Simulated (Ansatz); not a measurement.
# Fields on a plane of VN (rock salt)

```
CELL_PARAMETERS angstrom
      0.00000     2.03683     2.03683
      2.03683     0.00000     2.03683
      2.03683     2.03683     0.00000
ATOMIC_POSITIONS crystal
  N  0.00000 0.00000 0.00000
  V  0.50000 0.50000 0.50000
```

The slice is a {100} plane (indices of the conventional cell) through the point (0.500, 0.500, 0.500) (fractional), spanned by u = [100] and v = [0 1 -1] in vectors of this cell: u (2.88 Å) and v (2.88 Å, at 90° to u). It covers one period; positions are fractions (u, v).

Atoms on it: N at (0.50, 0.50); V at (0.00, 0.00).

All values below come from PBEsol (plane waves to 420 eV, PAW, scalar-relativistic; Ansatz, a quantum-chemistry and plane-wave program). k mesh 20×20×20. Inside the PAW spheres the values are not all-electron values, and peaks at nuclei hang on which shells count as valence. The PAW data are Ansatz's earlier set. VN is run without spin polarisation. VN was relaxed with its symmetry unable to fall.

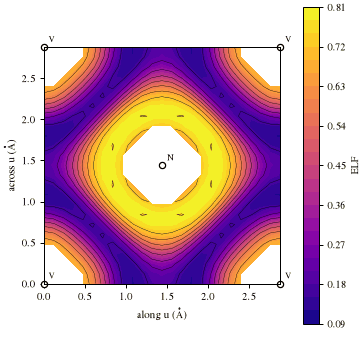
Electron localisation function (ELF), one period of the plane, atoms marked. Points within 0.4 Å of a nucleus are left white, as the pseudised field means little there.

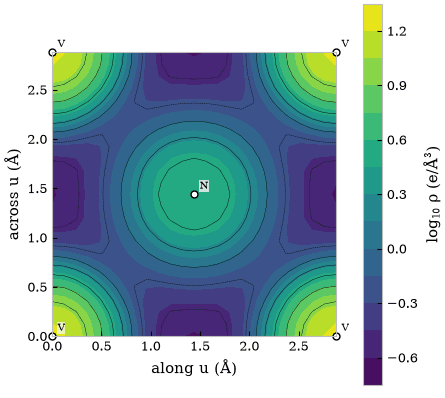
Figure: Log₁₀ of the valence density in e/Å³, one period of the plane, atoms marked. The scale is logarithmic, as a density can span decades between atoms and voids.

- Density on the N–V line (2.04 Å) at its midpoint = 0.61 e/Å³
- ELF at that point = 0.20
